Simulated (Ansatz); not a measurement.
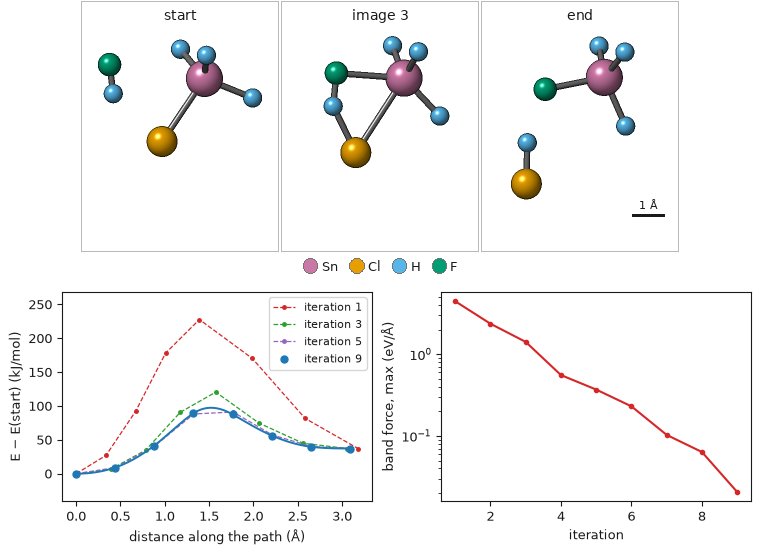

A search for the minimum-energy path of SnH4ClF, made up at the start of SnH₃Cl and HF by the nudged elastic band. Images are numbered from 0 (start) to 7 (end). The plot follows the band through its iterations. The picture is a ball-and-stick view, seen at a tilt.

All numbers below come from RKS BHLYP/def2-SVP (Ansatz). Settings: 6 movable images; no climbing image; force threshold 0.03 eV/Å; iteration limit 60; starting path through a guess of the saddle point.

Judge this run.

The run is converged, with reservations. The band converged in 9 iterations. The largest component of the band force went from 4.5 to 0.021 eV/Å. No image climbed, so the highest image needn't lie on the saddle point, and the true maximum along this path can be higher. The first iteration put the highest image at 227.8 kJ/mol. The energy climbs by 89.3 kJ/mol to image 3 and then falls by 52.0 kJ/mol, so the end point sits at +37.2 kJ/mol.

Limits of the set-up: the start holds two separate molecules, 2.2 Å apart at their closest, whose relative position is a soft coordinate and is computed without a dispersion correction.

Cost: 2.8 min on 1 thread of Arm Neoverse V2 (shared host), peak memory 0.17 GiB.
